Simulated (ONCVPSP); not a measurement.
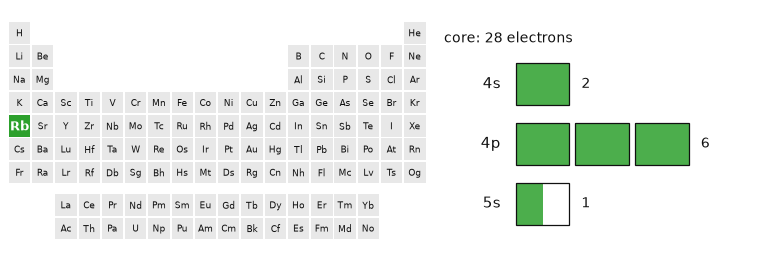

*Left, the place of rubidium in the periodic table; right, the valence shells of the reference configuration: a box for each of the 2l + 1 orbitals, shaded by the share of the shell that is filled, with the electron count at the right. The shells are those of the unaltered input.*

# Pseudopotential generation for Rb

- system: rubidium (Rb, Z = 37), core [Ar] 3d10, reference valence 4s2 4p6 5s1, valence charge 9. (This line and the method describe the unaltered input from which the odd one was made.)
- method: ONCV potential, PBE, scalar-relativistic, made with ONCVPSP 4.0.1

### Input file
```
# ATOM AND REFERENCE CONFIGURATION
# atsym  z   nc   nv     iexc    psfile
  Rb 37.00    6    3        4      upf
#
#   n    l    f
    1    0    2.00
    2    0    2.00
    2    1    6.00
    3    0    2.00
    3    1    6.00
    3    2   10.00
    4    0    2.00
    4    1    6.00
    5    0    1.00
#
# PSEUDOPOTENTIAL AND OPTIMIZATION
# lmax
    2
#
#   l,   rc,      ep,       ncon, nbas, qcut
    0    2.65    0.00    4    7    5.90
    1    2.40    0.00    4    8    6.00
    2    2.90    0.24    4    8    2.90
#
# LOCAL POTENTIAL
# lloc, lpopt,  rc(5),   dvloc0
    4    5    2.10    0.00
#
# VANDERBILT-KLEINMAN-BYLANDER PROJECTORs
# l, nproj, debl
    0    2    0.50
    1    1    0.80
    2    2    3.10
#
# MODEL CORE CHARGE
# icmod, fcfact, rcfact
    3   30.00    1.30
#
# LOG DERIVATIVE ANALYSIS
# epsh1, epsh2, depsh
   -3.00    5.00    0.02
#
# OUTPUT GRID
# rlmax, drl
    6.00    0.01
#
# TEST CONFIGURATIONS
# ncnf
    4
# nvcnf
#   n    l    f
    3
    4    0    2.00
    4    1    6.00
    5    0    0.00
#
    3
    4    0    2.00
    4    1    6.00
    5    0    0.50
#
    4
    4    0    2.00
    4    1    6.00
    5    0    0.00
    5    1    1.00
#
    3
    4    0    2.00
    4    1    5.00
    5    0    1.00
#
```

Launched with:
```bash
oncvpsp.x < Rb.dat > Rb.out
```

### Output (extracts)
```
ONCVPSP  (Optimized Norm-Conservinng Vanderbilt PSeudopotential)
scalar-relativistic version 4.0.1

#   n    l    f        energy (Ha)
    1    0    2.00    -5.5248264E+02
    2    0    2.00    -7.3801351E+01
    2    1    6.00    -6.5422763E+01
    3    0    2.00    -1.0951336E+01
    3    1    6.00    -8.2640281E+00
    3    2   10.00    -3.8205859E+00
    4    0    2.00    -1.1720689E+00
    4    1    6.00    -5.8667428E-01
    5    0    1.00    -8.2006474E-02

Reference configufation results
  iterations    26
  all-electron total energy (Ha)   -2.98119643D+03

Begin loop to  construct optimized pseudo wave functions
and semi-local pseudopoentials for all angular momenta

Calculating optimized projector #   1

 for l=   0

    Fraction of norm inside rc  0.973378
    Optimizing pswf for qcut=   5.90 a_B^-1,  ecut=  17.39 Ha
    Residual kinetic energy error=  1.35D-08 Ha

    Energy error per electron        Cutoff
         Ha          eV             Ha
         0.01000     0.27211        3.86
         0.00100     0.02721        8.39
         0.00010     0.00272       10.87
         0.00001     0.00027       12.92

Calculating optimized projector #   2

 for l=   0

    Fraction of norm inside rc  0.056884
    Optimizing pswf for qcut=   5.90 a_B^-1,  ecut=  17.39 Ha
    Residual kinetic energy error=  6.48D-09 Ha

    Energy error per electron        Cutoff
         Ha          eV             Ha
         0.01000     0.27211        1.64
         0.00100     0.02721        6.18
         0.00010     0.00272        9.57
         0.00001     0.00027       11.91

Calculating optimized projector #   1

 for l=   1

    Fraction of norm inside rc  0.853376
    Optimizing pswf for qcut=   6.01 a_B^-1,  ecut=  18.04 Ha
    Residual kinetic energy error=  2.14D-08 Ha

    Energy error per electron        Cutoff
         Ha          eV             Ha
         0.01000     0.27211        4.93
         0.00100     0.02721        6.59
         0.00010     0.00272        7.97
         0.00001     0.00027       10.61

   Wellstate for l =  2  n =  5
     eigenvalue =   0.2400
     asymptotic potential =   0.7400
     half-point radius =  9.3771

   Wellstate for l =  2  n =  8
     eigenvalue =   3.3400
     asymptotic potential =   3.8400
     half-point radius =  5.4861

Calculating optimized projector #   1

 for l=   2

    Fraction of norm inside rc  0.285389
    Optimizing pswf for qcut=   2.90 a_B^-1,  ecut=   4.22 Ha
    Residual kinetic energy error=  6.24D-03 Ha

    Energy error per electron        Cutoff
         Ha          eV             Ha
         0.01000     0.27211        3.84
         0.00100     0.02721       13.04
         0.00010     0.00272       26.43
         0.00001     0.00027       31.24

Calculating optimized projector #   2

 for l=   2

    Fraction of norm inside rc  0.156181
    Optimizing pswf for qcut=   2.90 a_B^-1,  ecut=   4.22 Ha
    Residual kinetic energy error=  7.90D-01 Ha

    Energy error per electron        Cutoff
         Ha          eV             Ha
         0.01000     0.27211        8.63
         0.00100     0.02721       30.32
         0.00010     0.00272       36.89
         0.00001     0.00027       45.89

Construct Vanderbilt / Kleinmman-Bylander projectors

B matrix Hermiticity error, ll=   0
   1   2    4.2451E-05

  Orthonormal projector coefficients  3.2205E+00  4.0295E-01

B matrix Hermiticity error, ll=   2
   1   2    4.1889E-05

  Orthonormal projector coefficients  3.5475E+00 -1.4556E+00

Model core correction analysis
  based on d2Exc/dn_idn_j

d2excae - all-electron derivatives

   -3.124851D-02   -2.650549D-02   -1.579378D-03
   -2.650562D-02   -2.561991D-02   -2.719769D-03
   -1.578225D-03   -2.716011D-03   -3.305254D-02

d2excps - pseudofunction derivatives with no core correction

   -3.903844D-02   -2.890909D-02   -2.114497D-03
   -2.890982D-02   -2.729061D-02   -2.900974D-03
   -2.113823D-03   -2.897239D-03   -3.308526D-02

rms 2nd derivative error    2.899653E-03

rmatch, rhocmatch    0.9867    4.1214

Teter function model core charge with specified parameters

d2excps - pseudofunction derivatives with core correction

   -2.048260D-02   -1.993775D-02   -1.093606D-03
   -1.993755D-02   -2.200656D-02   -2.423825D-03
   -1.092411D-03   -2.420064D-03   -3.302411D-02

rms 2nd derivative error    4.897660E-03

Pseudoatom total energy  -24.766071

Diagnostic tests using Vanderbilt-Kleinman-Bylander pseudopotentials
  1 or more projectors used as specified by nproj input data

   l    rcore       rmatch      e in        delta e   norm test  slope test

   0   2.6635018   2.7443714  -1.1720689   0.0000006   1.0000693   1.0000621
   0   2.6635018   2.7443714  -0.0820065   0.0000003   1.0000111   1.0000086

   1   2.4059540   2.4790040  -0.5866743  -0.0000008   0.9999980   1.0000020

   2   2.9135515   3.0020132   0.2400000   0.0000003   0.9999864   0.9999864
   2   2.9135515   3.0020132   3.3400000   0.0000042   0.9999720   0.9999720

 Testing for bound ghosts
   n   l    E NL Schr. Eq   E Basis Diag.   E Cutoff

   1   0       -1.172068       -1.172068     26.89
   2   0       -0.082006       -0.056799     26.89

   2   1       -0.586675       -0.586652     38.56

 Testing for highly-localized positive-energy ghosts
       l    <radius>/rc     E Basis Diag.   E Cutoff

       2        0.893215       10.528632     40.77  WARNING - GHOST(+)

Test configuration 0

   n   l     f        eae           eps        diff
   1   0  2.0000 -552.48263653
   2   0  2.0000  -73.80135132
   2   1  6.0000  -65.42276314
   3   0  2.0000  -10.95133622
   3   1  6.0000   -8.26402806
   3   2 10.0000   -3.82058588
   4   0  2.0000   -1.17206890   -1.17206827    6.30D-07
   4   1  6.0000   -0.58667428   -0.58667506   -7.71D-07
   5   0  1.0000   -0.08200647   -0.08200617    3.07D-07

    Total energies and differences
      AE_ref= -2.98119643D+03  AE_tst= -2.98119643D+03  dif=  0.00D+00
      PS_ref= -2.47660712D+01  PS_tst= -2.47660712D+01  dif=  2.84D-14
      PSP excitation error= -2.84D-14

Test configuration 1

   n   l     f        eae           eps        diff
   1   0  2.0000 -552.69541296
   2   0  2.0000  -74.01395381
   2   1  6.0000  -65.63535569
   3   0  2.0000  -11.16379316
   3   1  6.0000   -8.47646182
   3   2 10.0000   -4.03298005
   4   0  2.0000   -1.38291274   -1.38328673   -3.74D-04
   4   1  6.0000   -0.79564317   -0.79571808   -7.49D-05

    Total energies and differences
      AE_ref= -2.98119643D+03  AE_tst= -2.98104379D+03  dif=  1.53D-01
      PS_ref= -2.47660712D+01  PS_tst= -2.46134149D+01  dif=  1.53D-01
      PSP excitation error= -1.71D-05

Test configuration 2

   n   l     f        eae           eps        diff
   1   0  2.0000 -552.58119750
   2   0  2.0000  -73.89984079
   2   1  6.0000  -65.52125044
   3   0  2.0000  -11.04976564
   3   1  6.0000   -8.36244902
   3   2 10.0000   -3.91899164
   4   0  2.0000   -1.26989415   -1.27002688   -1.33D-04
   4   1  6.0000   -0.68387366   -0.68389725   -2.36D-05
   5   0  0.5000   -0.15144507   -0.15145286   -7.79D-06

    Total energies and differences
      AE_ref= -2.98119643D+03  AE_tst= -2.98113843D+03  dif=  5.80D-02
      PS_ref= -2.47660712D+01  PS_tst= -2.47080653D+01  dif=  5.80D-02
      PSP excitation error= -3.87D-06

Test configuration 3

   n   l     f        eae           eps        diff
   1   0  2.0000 -552.53605803
   2   0  2.0000  -73.85480499
   2   1  6.0000  -65.47618022
   3   0  2.0000  -11.00483281
   3   1  6.0000   -8.31750768
   3   2 10.0000   -3.87404476
   4   0  2.0000   -1.22503475   -1.22614650   -1.11D-03
   4   1  6.0000   -0.63853642   -0.63936770   -8.31D-04
   5   1  1.0000   -0.04943380   -0.04937835    5.55D-05

    Total energies and differences
      AE_ref= -2.98119643D+03  AE_tst= -2.98114058D+03  dif=  5.59D-02
      PS_ref= -2.47660712D+01  PS_tst= -2.47098941D+01  dif=  5.62D-02
      PSP excitation error= -3.19D-04

Test configuration 4

   n   l     f        eae           eps        diff
   1   0  2.0000 -552.95709456
   2   0  2.0000  -74.26964827
   2   1  6.0000  -65.89190292
   3   0  2.0000  -11.41407606
   3   1  6.0000   -8.72663289
   3   2 10.0000   -4.28259674
   4   0  2.0000   -1.58551016   -1.58977854   -4.27D-03
   4   1  5.0000   -0.97796556   -0.97981733   -1.85D-03
   5   0  1.0000   -0.29663479   -0.29675585   -1.21D-04

    Total energies and differences
      AE_ref= -2.98119643D+03  AE_tst= -2.98041955D+03  dif=  7.77D-01
      PS_ref= -2.47660712D+01  PS_tst= -2.39881834D+01  dif=  7.78D-01
      PSP excitation error= -1.00D-03
```

### Outcome

```tsv
quantity	value
outcome	generated
ghost flags of the generator	0 GHOST(-), 1 GHOST(+)
largest excitation error printed	27 meV
hardware	1 CPU thread, shared host
wall time	3 s
```

### What is odd here

The input is odd on purpose: model core set to icmod 3, fcfact 30.00, rcfact 1.30. The program ran to the end. The all-electron atom is untouched: its total energy equals that from the unaltered input (−2981.1964 Ha). The pseudo-atom's total energy moves by −0.23 Ha, so the potential, or the configuration in which it is tested, is another one.
